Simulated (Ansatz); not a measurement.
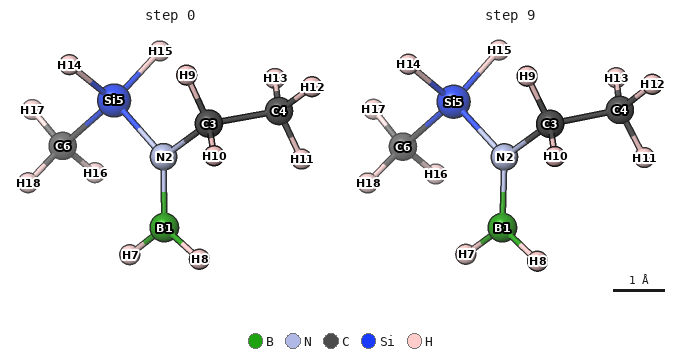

The structure of C₃H₁₂BNSi before (left) and after (right) a relaxation, at one scale.

The picture is a ball-and-stick view, seen from a free direction.

The start comes from GFN2-xTB.

Theory: RKS PBE0-D4/def2-TZVP (Ansatz 0.2.0). (force threshold 0.005 eV/Å; at most 150 steps)

### Summarise the run.

After 9 geometry steps the energy has fallen by 5.16 kJ/mol. Largest force component: 0.83 eV/Å at the start, 0.003 eV/Å at the end. The atom that moves furthest after the best rigid fit is H7 (0.083 Å). By element the largest moves are H 0.083 Å, B 0.041 Å, Si 0.029 Å, C 0.029 Å, N 0.021 Å. Among the contacts that change: Si5–C6 1.888 → 1.857 Å, B1–H7 1.169 → 1.197 Å, Si5–H14 1.474 → 1.491 Å, N2–C3 1.457 → 1.467 Å. Bond angles that change, for instance: B1–N2–Si5 126.7° → 124.2°, H14–Si5–H15 109.1° → 106.7°. The run took 70 s on 4 threads of Arm Neoverse V2, on a shared host.
